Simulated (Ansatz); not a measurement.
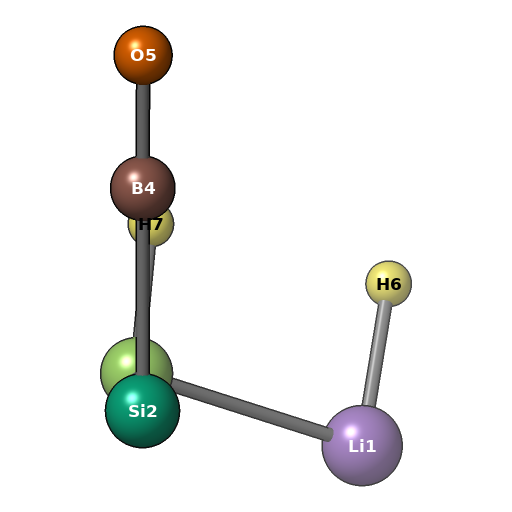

S3 lies behind Si2. The molecule seen nearly along the Si2–S3 bond, Si2 in front. Distant atoms are faded towards the background colour. Computed geometry: PBE-D4/def2-SVP optimisation. No frequency run is at hand to confirm it as a minimum.

Q: What is the torsion angle B4–Si2–S3–Li1? The sign is positive where the front bond must turn clockwise to cover the back bond.

A: 112°, anticlinal.
